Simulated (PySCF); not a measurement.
C3H9FSSi (SMILES FC[SiH2]CCS)

```xyz
15

F    -2.0230   -1.2328    0.8089
C    -2.2405   -0.0204    0.1811
Si   -0.7684    1.1681    0.5095
C     0.8041    0.4406   -0.2873
C     1.1901   -0.9085    0.2907
S     2.6761   -1.6144   -0.5170
H    -3.1840    0.3625    0.5769
H    -2.3803   -0.2459   -0.8798
H    -0.5980    1.2984    1.9584
H    -1.1032    2.4464   -0.1230
H     1.6322    1.1404   -0.1515
H     0.6629    0.3343   -1.3652
H     1.3940   -0.8479    1.3590
H     0.4138   -1.6528    0.1233
H     3.5197   -0.6600   -0.1246
```

Geometry: GFN2-xTB.

Computed with wB97X-D/def2-SVPD, SCF density, gas phase (PySCF 2.14.0).

Question: What can the converged electron density and electron localisation function tell about the bonding?

Answer: C–C (1.52 Å): ρ is about 1.7 e/Å³ halfway; the ELF peaks at about 0.95 between the atoms; a shared electron pair.
C–S (1.83 Å): ρ is about 1.2 e/Å³ halfway; the ELF peaks at about 0.95 between the atoms, as expected for a covalent bond.
C–Si (1.91 Å): ρ is about 0.92 e/Å³ halfway; the ELF peaks at about 0.95 between the atoms; a covalent bond.

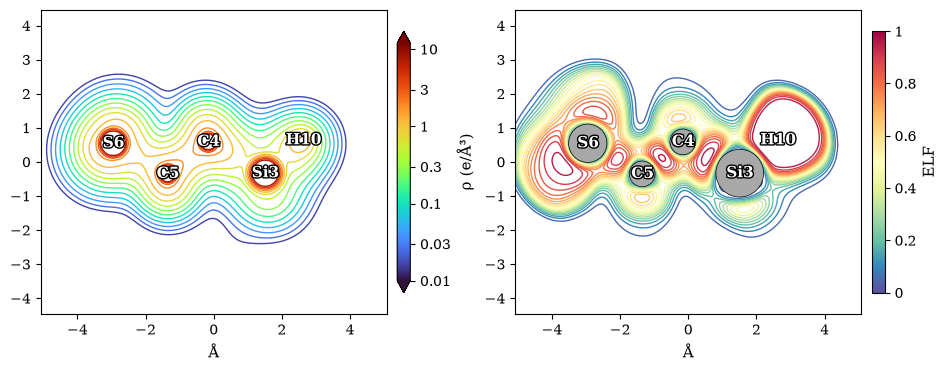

Computed electron density and electron localisation function on the plane of atoms C4, C5 and S6, in this order. Grey discs cover the atomic cores in the ELF map. 
